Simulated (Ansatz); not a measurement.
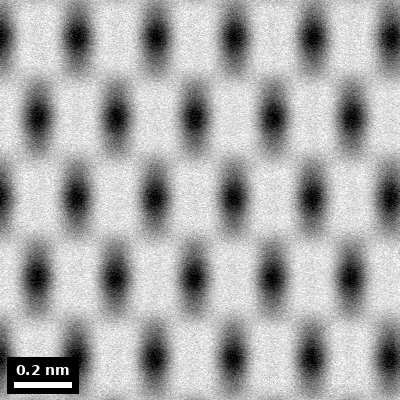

HRTEM-like image of Zr (P6_3/mmc, No. 194) along [201]. Simulated in the weak-phase-object approximation with neutral-atom potentials: 200 kV, Cs = 40 µm, defocus −120 Å (negative is underfocus), defocus spread 12 Å, aperture 0.96 1/Å. Shot noise and a slight drift were added. Atomic positions: the input geometry of a calculation; the starting structure was generated, so it need not be a known form of this composition.

### What point resolution do these settings give, and which lattice spacings pass?

About 1.0 Å (0.66 |Cs|^(1/4) λ^(3/4) with λ = 0.0251 Å). The spacings that carry visible contrast are {100} at 2.80 Å, {102} at 2.47 Å, {200} at 1.40 Å, {114} at 1.37 Å, {204} at 1.23 Å.

### Do the atom columns appear dark or bright, and why?

Dark. With positive Cs and underfocus sin χ is negative over the pass band, so the strongest columns (Zr) come out darker than the background.
